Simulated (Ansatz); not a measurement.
# Grüneisen parameters and expansion of TlGa (hypothetical, Fm-3m), part 2 of 3

Wanted: mode Grüneisen parameters of TlGa (hypothetical) and a free-energy fit over volumes. The crystal structure is hypothetical: it was made by swapping elements on a known structure type.

Ansatz 0.2.0; DFT PBE, scalar-relativistic, plane waves, PAW.

So far. Step 2 (Probe on a coarse mesh): The start is under 31 GPa at this level and looks like a metal on this mesh. Step 5 (Relaxing to small residual forces and stress): The residual pressure is -0.0062 GPa, small enough for phonons.

**6. Phonons, V/V0 1**

Phonons at this volume give one point of F(V, T); meshes stay fixed along the series.

The input, input.yaml:

```yaml
crystal:
  lattice:
    - [0.0, 2.9953678167, 2.9953678167]
    - [2.9953678167, 0.0, 2.9953678167]
    - [2.9953678167, 2.9953678167, 0.0]
  atoms:
    - { symbol: Tl, position: [0.0, 0.0, 0.0] }
    - { symbol: Ga, position: [0.5, 0.5, 0.5] }
kpoints:
  mp_grid: { grid: [12, 12, 12] }
hamiltonian:
  xc: pbe
scf:
  occupations: { method: methfessel_paxton, width: 0.15 }
output:
  eigenvalues: true
phonons:
  method: dfpt
  qmesh: [4, 4, 4]
  temperatures: { t_max: 1000, t_step: 50 }
  qpath:
    path:
      - [[0.0, 0.0, 0.0], [0.5, 0.0, 0.5], [0.625, 0.25, 0.625]]
      - [[0.375, 0.375, 0.75], [0.0, 0.0, 0.0], [0.5, 0.5, 0.5], [0.5, 0.25, 0.75], [0.5, 0.0, 0.5]]
    npoints: 10
```

On the command line:

```console
> ansatz run input.yaml --threads 4 --pin off --max-ram 8192MiB --backend cpu --events-out ev --progress --plain --runs-dir out
```

Numbers of over 12 decimals in the logs are rounded to 6 here.

The program printed:

```text
[...]
Crystal: 2 atoms, lattice volume = 53.750 Å³
Basis set: ecut = 420 eV, 1067 PW (Γ), exchange–correlation on 60×60×60 points (8 copies of the dense FFT grid, shifted against one another)
Bands: 17, of which v1, the nominal top of the filled ones, is band 13 counted from 1 (12 counted from 0)
Symmetry: 48 space group operations
k-points: 72 of 1728
[...]
SCF iter   1: F=—  HF=-15226.787156 eV  |F-HF|=—  |Δ(HF+E_count)|=         —  Δρ=7.30e-4  dr2=2.91e-4  ethr=1.77e-3  ⟨swp⟩=5.8  Hψ=6164  notcnv=0
[...]
SCF iter  10: F=-15226.786273 eV  HF=-15226.786273 eV  |F-HF|=1.82e-12  |Δ(HF+E_count)|=  1.73e-10  S|Δr|=    0.00e0  Δρ=3.51e-8  dr2=9.36e-13  ethr=1.00e-12  ⟨swp⟩=4.9  Hψ=6365  notcnv=0
SCF 1 converged in 10 iterations: F = -15226.786273 eV  dr2 = 9.36e-13
[...]
SCF iter   4: F=-15226.786273 eV  HF=-15226.786273 eV  |F-HF|=1.64e-11  |Δ(HF+E_count)|=  1.64e-11  S|Δr|=    0.00e0  Δρ=1.75e-7  dr2=6.84e-12  ethr=1.00e-12  ⟨swp⟩=2.0  Hψ=3086  notcnv=0
SCF 2 converged in 4 iterations: F = -15226.786273 eV  dr2 = 6.84e-12
phonons: the bands overlap, so this run is a metal and interpolates without the dipole-dipole term. If the crystal is really an insulator or semiconductor, its LO-TO splitting is missing
NSCF: frozen V_eff on 72 k-points
[...]
DFPT response loops at q = (0, 0, 0) (fractional): preconditioner auto → Kerker (q_TF=auto, 2.417 Å⁻¹) (partly filled bands, converged f_vac=0.000); β = 1.00, the filter's whole step (`scf.mixing.beta` (0.50) is not read by the response loops under this deck's `scf.mixing.preconditioner`; to damp them name `kerker` or `kerker_dos`, under which they read `scf.mixing.beta`, and type it under 1.00, their step now; both keys bind the ground state too); Broyden in place of MSR1
[...]
SCF converged after 10 iterations
[...]
Free energy (F): -15226.786273 eV
[...]
Internal energy: -15226.786018 eV  (E = F + TS)
E sigma→0 (E₀):  -15226.786209 eV
Entropy (-TS):   -0.000254 eV (-0.127 meV/atom)
Fermi energy:    8.392300 eV
[...]
--- Band table (eV; the first three rows and the last of 72) ---
  k-point 0: bands = [... 9 lower, -2.9675, -1.3474, 9.3058, 10.4977, 10.4977, 10.4977, 16.0794, 16.0794]
  k-point 1: bands = [... 9 lower, -2.9716, -1.2575, 8.4356, 10.5163, 10.5163, 11.1403, 15.3911, 15.6282]
  k-point 2: bands = [... 9 lower, -2.9620, -0.9866, 7.0712, 10.5800, 10.5800, 11.7843, 14.5730, 14.7670]
  k-point 71: bands = [... 9 lower, -2.8706, 2.8074, 3.6010, 6.2387, 6.2387, 12.5604, 13.1455, 16.2291]
--- Phonons (Γ-DFPT): 2 representative perturbations + reference (Σ response iterations 6) ---
  ASR residual: 9.986e-5 → 0.000e0 eV/Å²; symmetrization residual: 1.567e-5 eV/Å²
  ASR residual per site (eV/Å²): 5.57e-5 9.99e-5
  Γ frequencies (cm⁻¹): 0.00 0.00 0.00 100.76 100.76 100.76
--- Phonons (arbitrary-q DFPT): 8 irreducible q on the 4×4×4 mesh ---
  q = [0.0000, 0.0000, 0.0000] (star 1, of the zone-centre solve; hermiticity 1.61e-5, symmetrization 1.25e-11): -0.00 0.00 0.00 100.76 100.76 100.76
  q = [0.0000, 0.0000, 0.2500] (star 8, 2 solved perturbations on 936 of 1728 k-point pairs; hermiticity 7.35e-6, symmetrization 5.48e-12): 30.61 30.61 36.12 96.10 96.10 98.35
[...]
q = [0.0000, 0.2500, 0.2500] (star 6, 4 solved perturbations in 1608 linear systems a pass and spin channel, the states on 510 of 1728 k-point pairs; hermiticity 1.16e-5, symmetrization 9.95e-13): -15.46 -15.46 45.68 77.12 108.16 108.16
[...]
sum rule: each row above includes the acoustic sum rule's correction from the zone centre's row sums; it moved no ω² by more than (0.62 cm⁻¹)²
  mesh force constants: q→R imaginary residual 9.23e-18; ASR residual 9.986e-5 → 0.000e0 eV/Å²; symmetrization residual 2.220e-15 eV/Å²
  interpolated dispersion: 62 rows × 6 modes
  density of states and harmonic sums: on the 20×20×20 q-mesh, interpolated from the force constants of a 4×4×4 supercell (no non-analytic term)
  largest difference from the sums on the solved wave vectors: F 2.82e-2 eV, S 4.21e-5 and C_V 1.38e-5 eV/K
  zero-point energy: 0.021988 eV/cell   skipped modes (ω ≤ 0): 246, of them read as no rigid motion or as one in doubt: 243 (9.101e-1 modes/cell left out, lowest -20.84 cm⁻¹)   left out of the sums: 1.52e-1 of the cell's modes: C_V's classical limit lies that fraction below 3 k_B per atom; for a crystal, a wire or a layer, F and S can be off by more, and a phonons.interpolated_qmesh denser along its periods is the remedy for the sampling
```

Run time: 4.8 min. Hardware: 4 threads of Arm Neoverse V2, shared host; peak memory 3.5 GiB.

This step gave:

* Γ frequencies: 0, 0, 0, 100.8, 100.8, 100.8 cm⁻¹ (negative: imaginary)
* lowest frequency on the path: -20.84 cm⁻¹
* point group: m-3m
* highest frequency: 122.8 cm⁻¹

No LO-TO term. The phonon branches at the labelled points (cm⁻¹):

| point | branch 1 | branch 2 | branch 3 | branch 4 | branch 5 | branch 6 |
| --- | --- | --- | --- | --- | --- | --- |
| Γ | 0 | 0 | 0 | 101 | 101 | 101 |
| X | -21 | -21 | -13 | 109 | 109 | 123 |
| U | 4 | 9 | 10 | 99 | 101 | 115 |
| jump to K | 4 | 9 | 10 | 99 | 101 | 115 |
| Γ | 0 | 0 | 0 | 101 | 101 | 101 |
| L | 54 | 54 | 55 | 74 | 78 | 78 |
| W | -20 | -20 | 50 | 70 | 114 | 114 |
| X | -21 | -21 | -13 | 109 | 109 | 123 |

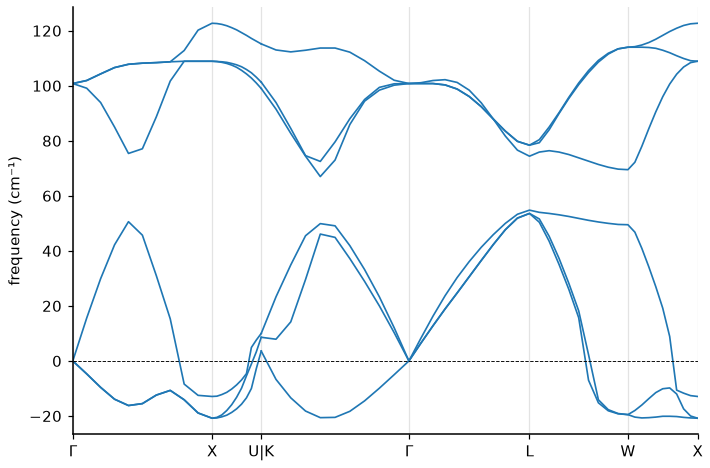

Phonon branches along the path.

The phonon density of states has structure finer than the step of the table below, so its rows give means over 10 cm⁻¹, whole bins alone (the curve runs from -21 to 123 cm⁻¹). Peaks (cm⁻¹: height): -15.0: 0.0649, 49.0: 0.089, 75.0: 0.0721, 109.0: 0.115.

Tetrahedra on 20 20 20, mean over bins of 2 cm⁻¹. The phonon density of states by wavenumber; means over each step:

| wavenumber (cm⁻¹) | phonon density of states (1/cm⁻¹/cell) |
| --- | --- |
| -10 | 0.0506 |
| 0 | 0.0246 |
| 10 | 0.0264 |
| 20 | 0.0357 |
| 30 | 0.0405 |
| 40 | 0.0457 |
| 50 | 0.0507 |
| 60 | 1.1e-5 |
| 70 | 0.0222 |
| 80 | 0.0572 |
| 90 | 0.0511 |
| 100 | 0.0656 |
| 110 | 0.0969 |

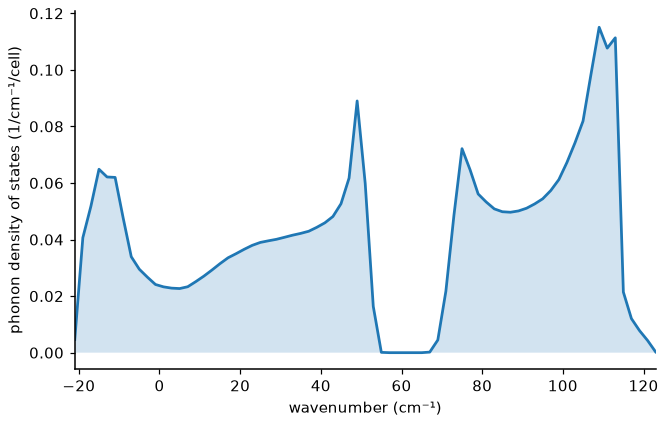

Phonon density of states, plotted against wavenumber.

The modes has structure finer than the step of the table below, so its rows give means over 10 cm⁻¹, whole bins alone (the curve runs from -30.6 to 136 cm⁻¹). Peaks (cm⁻¹: height): Ga -12.8: 0.0188, 23.8: 0.0113, 75.1: 0.056, 109.7: 0.0771; Tl -12.8: 0.0474, 50.0: 0.0633, 109.7: 0.0301.

Phonopy on the run's constants, 17x17x17 mesh, Gaussian sigma 2.0 cm⁻¹. The modes by wavenumber; means over each step; values in 1/cm⁻¹/cell:

| wavenumber (cm⁻¹) | Ga | Tl |
| --- | --- | --- |
| -20 | 0.00856 | 0.0214 |
| -10 | 0.0150 | 0.0381 |
| 0 | 0.00367 | 0.00932 |
| 10 | 0.00854 | 0.0214 |
| 20 | 0.0100 | 0.0264 |
| 30 | 0.0104 | 0.0300 |
| 40 | 0.00934 | 0.0365 |
| 50 | 0.00373 | 0.0462 |
| 60 | 9.9e-5 | 0.00130 |
| 70 | 0.0239 | 0.00177 |
| 80 | 0.0459 | 0.00827 |
| 90 | 0.0375 | 0.0121 |
| 100 | 0.0485 | 0.0181 |
| 110 | 0.0664 | 0.0259 |
| 120 | 0.00813 | 0.00327 |
| 130 | 3.6e-5 | 1.5e-5 |

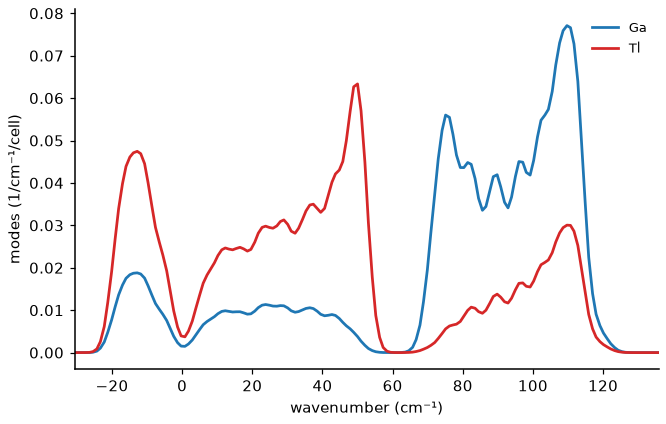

Modes against wavenumber.

No LO-TO term. The modes at Γ (shares of kinetic energy by element, %):

| mode | frequency (cm⁻¹) | symmetry | Tl % | Ga % |
| --- | --- | --- | --- | --- |
| 1 | 0.0 | T1u | 75 | 25 |
| 2 | 0.0 | T1u | 75 | 25 |
| 3 | 0.0 | T1u | 75 | 25 |
| 4 | 100.8 | T1u | 25 | 75 |
| 5 | 100.8 | T1u | 25 | 75 |
| 6 | 100.8 | T1u | 25 | 75 |

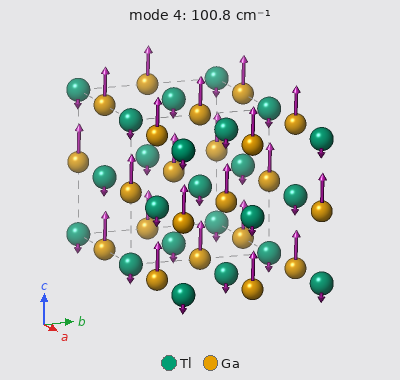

Displacement patterns of mode 4 at Γ; arrows are exaggerated. 2×1×1 conventional cells are drawn. Some periodic images of atoms are drawn too.

The lowest solved frequency is -20.8 cm⁻¹, so the cell is unstable here and gives no valid free energy.

**7. A cell at another volume, V/V0 1.015**

Symmetry fixes every atom, so a single point at the scaled cell gives the energy and pressure of this member.

The cell differs from the one that the last finished run ended in (a 4.236 → 4.257 Å, b 4.236 → 4.257 Å, c 4.236 → 4.257 Å).

input.yaml, the sections that differ from step 6:

```yaml
crystal:
  lattice:
    - [0.0, 3.0102703894, 3.0102703894]
    - [3.0102703894, 0.0, 3.0102703894]
    - [3.0102703894, 3.0102703894, 0.0]
  atoms:
    - { symbol: Tl, position: [0.0, 0.0, 0.0] }
    - { symbol: Ga, position: [0.5, 0.5, 0.5] }
output:
  forces: true
  stress: true
  eigenvalues: true
  write_density: true
  write_potential: true
  elf: true
  volumetric_format: npy
# kpoints, hamiltonian, scf: as in step 6
# phonons: removed
```

The program printed:

```text
[...]
Crystal: 2 atoms, lattice volume = 54.557 Å³
Basis set: ecut = 420 eV, 1067 PW (Γ), exchange–correlation on 60×60×60 points (8 copies of the dense FFT grid, shifted against one another)
Bands: 17, of which v1, the nominal top of the filled ones, is band 13 counted from 1 (12 counted from 0)
Symmetry: 48 space group operations
[...]
k-points: 72 of 1728
[...]
SCF iter   1: F=—  HF=-15226.786344 eV  |F-HF|=—  |Δ(HF+E_count)|=         —  Δρ=6.76e-4  dr2=2.64e-4  ethr=1.77e-3  ⟨swp⟩=5.8  Hψ=6169  notcnv=0
[...]
SCF iter   7: F=-15226.785450 eV  HF=-15226.785450 eV  |F-HF|=1.46e-11  |Δ(HF+E_count)|=   8.30e-9  S|Δr|=    0.00e0  Δρ=2.09e-6  dr2=3.32e-9  ethr=3.85e-10  ⟨swp⟩=8.8  Hψ=7812  notcnv=0
SCF 1 converged in 7 iterations: F = -15226.785450 eV  dr2 = 3.32e-9
[...]
SCF converged after 7 iterations
[...]
Free energy (F): -15226.785450 eV
[...]
Internal energy: -15226.784899 eV  (E = F + TS)
E sigma→0 (E₀):  -15226.785312 eV
Entropy (-TS):   -0.000551 eV (-0.276 meV/atom)
Fermi energy:    8.213921 eV
[...]
--- Stress (GPa, compression-positive) ---
       -0.320276      -0.000000      -0.000000
        0.000000      -0.320276       0.000000
        0.000000      -0.000000      -0.320276
  P = ⅓ Tr σ = -0.3203 GPa (-3.203 kbar)
--- Band table (eV; the first three rows and the last of 72) ---
  k-point 0: bands = [... 9 lower, -3.1334, -1.4357, 8.9934, 10.2996, 10.2996, 10.2996, 15.8161, 15.8161]
  k-point 1: bands = [... 9 lower, -3.1368, -1.3470, 8.1758, 10.3177, 10.3177, 10.8940, 15.1545, 15.3730]
  k-point 2: bands = [... 9 lower, -3.1266, -1.0799, 6.8484, 10.3800, 10.3800, 11.5187, 14.3306, 14.5218]
  k-point 71: bands = [... 9 lower, -3.0387, 2.6414, 3.4214, 6.1041, 6.1041, 12.3152, 12.8961, 16.0049]
```

The job ended after 1.1 s (4 threads; peak memory 0.38 GiB; 4 s of CPU time).

Numbers from this step:

```yaml
pressure: -0.3203 GPa
volume_per_atom: 27.28 Å³
```

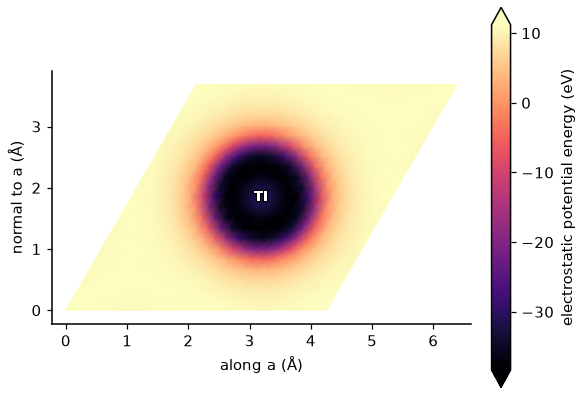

Electrostatic potential energy in the ac plane of the cell as run, not the conventional one, at fractional y = 0.000, with atoms of Tl within 0.2 Å of it. With pseudopotentials it is smooth inside the atoms' cores, unlike the true potential. The map starts off the cell's origin, so that atoms lie inside it.

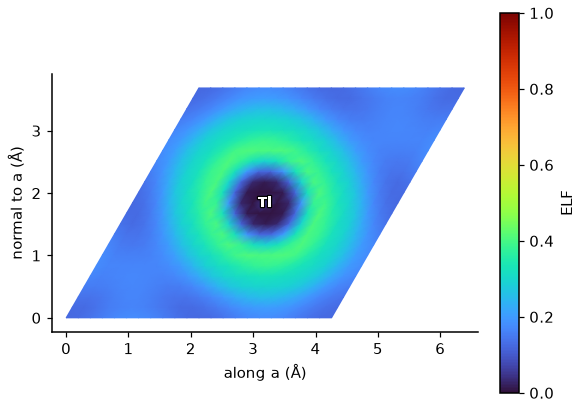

ELF in the ac plane of the cell as run, not the conventional one, at fractional y = 0.000, with atoms of Tl within 0.2 Å of it. It is the smooth field of the valence electrons, not physical close to the nuclei. The map starts off the cell's origin, so that atoms lie inside it.

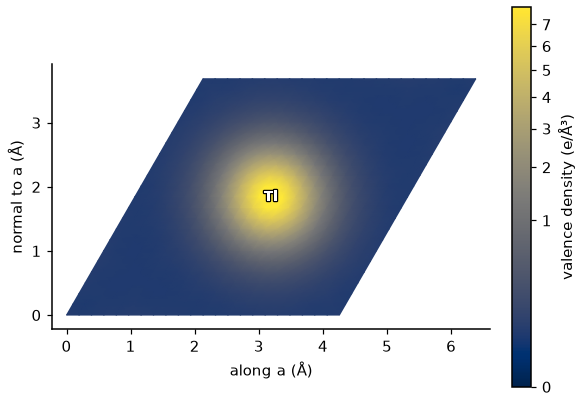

Valence density in the ac plane of the cell as run, not the conventional one, at fractional y = 0.000, with atoms of Tl within 0.2 Å of it. It is the smooth field of the valence electrons, not physical close to the nuclei. The map starts off the cell's origin, so that atoms lie inside it. The colour scale is stretched toward low values.

The run ends at a pressure of -0.32 GPa.

**8. Phonons, V/V0 1.015**

Phonons at this volume give one point of F(V, T); meshes stay fixed along the series.

input.yaml, the sections that differ from step 7:

```yaml
output:
  eigenvalues: true
phonons:
  method: dfpt
  qmesh: [4, 4, 4]
  temperatures: { t_max: 1000, t_step: 50 }
  qpath:
    path:
      - [[0.0, 0.0, 0.0], [0.5, 0.0, 0.5], [0.625, 0.25, 0.625]]
      - [[0.375, 0.375, 0.75], [0.0, 0.0, 0.0], [0.5, 0.5, 0.5], [0.5, 0.25, 0.75], [0.5, 0.0, 0.5]]
    npoints: 10
# crystal, kpoints, hamiltonian, scf: as in step 7
```

The program printed:

```text
[...]
Crystal: 2 atoms, lattice volume = 54.557 Å³
Basis set: ecut = 420 eV, 1067 PW (Γ), exchange–correlation on 60×60×60 points (8 copies of the dense FFT grid, shifted against one another)
Bands: 17, of which v1, the nominal top of the filled ones, is band 13 counted from 1 (12 counted from 0)
Symmetry: 48 space group operations
k-points: 72 of 1728
[...]
k-point 71: bands = [... 9 lower, -3.0387, 2.6414, 3.4214, 6.1041, 6.1041, 12.3152, 12.8961, 16.0049]
[...]
ASR residual: 1.021e-4 → 0.000e0 eV/Å²; symmetrization residual: 2.121e-5 eV/Å²
  ASR residual per site (eV/Å²): 6.03e-5 1.02e-4
  Γ frequencies (cm⁻¹): 0.00 0.00 0.00 97.45 97.45 97.45
--- Phonons (arbitrary-q DFPT): 8 irreducible q on the 4×4×4 mesh ---
[...]
interpolated dispersion: 62 rows × 6 modes
[...]
[key lines of the parts left out:]
SCF converged after 11 iterations
Free energy (F): -15226.785450 eV
Fermi energy:    8.213914 eV
```

Run time: 4.8 min. Hardware: 4 threads; peak memory 3.6 GiB.

The lowest solved frequency is -18.7 cm⁻¹, so the cell is unstable here and gives no valid free energy. The highest zone-centre mode (no LO–TO term) moved by -3.3 % for a volume change of +1.5 %.

**9. A cell at another volume, V/V0 0.985**

Symmetry fixes every atom, so a single point at the scaled cell gives the energy and pressure of this member.

input.yaml, the sections that differ from step 8:

```yaml
crystal:
  lattice:
    - [0.0, 2.9803154631, 2.9803154631]
    - [2.9803154631, 0.0, 2.9803154631]
    - [2.9803154631, 2.9803154631, 0.0]
  atoms:
    - { symbol: Tl, position: [0.0, 0.0, 0.0] }
    - { symbol: Ga, position: [0.5, 0.5, 0.5] }
output:
  forces: true
  stress: true
  eigenvalues: true
# kpoints, hamiltonian, scf: as in step 8
# phonons: removed
```

The program printed:

```text
[...]
Crystal: 2 atoms, lattice volume = 52.944 Å³
Basis set: ecut = 420 eV, 1037 PW (Γ), exchange–correlation on 60×60×60 points (8 copies of the dense FFT grid, shifted against one another)
Bands: 17, of which v1, the nominal top of the filled ones, is band 13 counted from 1 (12 counted from 0)
Symmetry: 48 space group operations
[...]
k-points: 72 of 1728
[...]
--- Band table (eV; the first three rows and the last of 72) ---
  k-point 0: bands = [... 9 lower, -2.7958, -1.2559, 9.6289, 10.7023, 10.7023, 10.7023, 16.3506, 16.3506]
  k-point 1: bands = [... 9 lower, -2.8007, -1.1648, 8.7015, 10.7214, 10.7214, 11.3977, 15.6323, 15.8908]
  k-point 2: bands = [... 9 lower, -2.7918, -0.8900, 7.3000, 10.7866, 10.7866, 12.0602, 14.8221, 15.0198]
  k-point 71: bands = [... 9 lower, -2.6969, 2.9788, 3.7869, 6.3781, 6.3781, 12.8140, 13.4033, 16.4600]
[key lines of the parts left out:]
SCF converged after 7 iterations
Free energy (F): -15226.785392 eV
Fermi energy:    8.576017 eV
P = ⅓ Tr σ = 0.3788 GPa (3.788 kbar)
```

Wall time 0.85 s (4 threads); peak memory 0.38 GiB; 2.9 s of CPU time.

The run ends at a pressure of 0.38 GPa.

**10. Lattice dynamics at this volume, V/V0 0.985**

The same q-mesh and k-mesh are kept at every volume, so that much of their error can cancel in the differences.

input.yaml, the sections that differ from step 9:

```yaml
output:
  eigenvalues: true
phonons:
  method: dfpt
  qmesh: [4, 4, 4]
  temperatures: { t_max: 1000, t_step: 50 }
  qpath:
    path:
      - [[0.0, 0.0, 0.0], [0.5, 0.0, 0.5], [0.625, 0.25, 0.625]]
      - [[0.375, 0.375, 0.75], [0.0, 0.0, 0.0], [0.5, 0.5, 0.5], [0.5, 0.25, 0.75], [0.5, 0.0, 0.5]]
    npoints: 10
# crystal, kpoints, hamiltonian, scf: as in step 9
```

The program printed:

```text
[...]
Crystal: 2 atoms, lattice volume = 52.944 Å³
Basis set: ecut = 420 eV, 1037 PW (Γ), exchange–correlation on 60×60×60 points (8 copies of the dense FFT grid, shifted against one another)
Bands: 17, of which v1, the nominal top of the filled ones, is band 13 counted from 1 (12 counted from 0)
Symmetry: 48 space group operations
k-points: 72 of 1728
[...]
k-point 71: bands = [... 9 lower, -2.6969, 2.9788, 3.7869, 6.3780, 6.3780, 12.8140, 13.4033, 16.4600]
[...]
ASR residual: 1.160e-4 → 0.000e0 eV/Å²; symmetrization residual: 1.567e-5 eV/Å²
  ASR residual per site (eV/Å²): 4.37e-5 1.16e-4
  Γ frequencies (cm⁻¹): 0.00 0.00 0.00 104.14 104.14 104.14
--- Phonons (arbitrary-q DFPT): 8 irreducible q on the 4×4×4 mesh ---
[...]
interpolated dispersion: 62 rows × 6 modes
[...]
[key lines of the parts left out:]
SCF converged after 10 iterations
Free energy (F): -15226.785392 eV
Fermi energy:    8.576010 eV
```

Run time: 4.7 min. Hardware: 4 threads; peak memory 3.5 GiB; 18 min of CPU time.

No LO-TO term. The phonon branches at the labelled points (cm⁻¹):

| point | branch 1 | branch 2 | branch 3 | branch 4 | branch 5 | branch 6 |
| --- | --- | --- | --- | --- | --- | --- |
| Γ | 0 | 0 | 0 | 104 | 104 | 104 |
| X | -21 | -21 | -15 | 112 | 112 | 126 |
| U | -7 | 11 | 13 | 102 | 105 | 119 |
| jump to K | -7 | 11 | 13 | 102 | 105 | 119 |
| Γ | 0 | 0 | 0 | 104 | 104 | 104 |
| L | 55 | 55 | 57 | 78 | 81 | 81 |
| W | -21 | -21 | 51 | 73 | 118 | 118 |
| X | -21 | -21 | -15 | 112 | 112 | 126 |

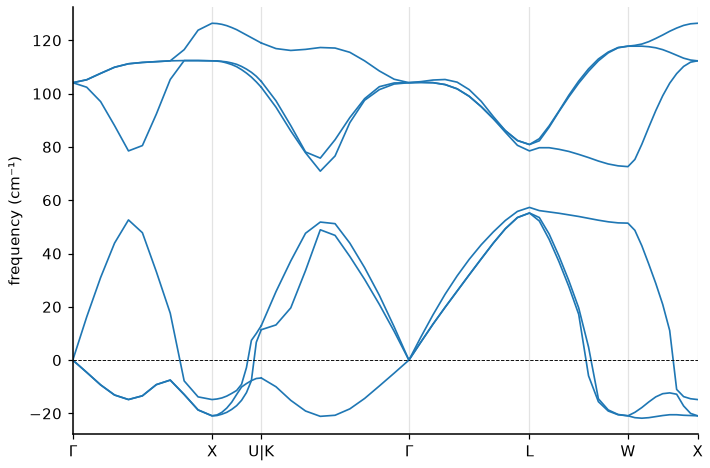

Phonon branches along the path.

The lowest solved frequency is -20.9 cm⁻¹, so the cell is unstable here and gives no valid free energy. The highest zone-centre mode (no LO–TO term) moved by +3.4 % for a volume change of -1.5 %.

[end of part 2 of 3]

[Logs are printed without paths, hosts, clocks, repeated set-up lines and the standing remarks that a program may print on its own settings, such as how far it seeks lower states.]

[Hosts, paths, dates, database ids (printed as entryN), source tags and the programs' standing remarks are cut or masked in the printed files.]

[A step with changed settings may run another functional than the one named; its input shows which.]

[Of the runs on displaced cells, only some may be shown.]
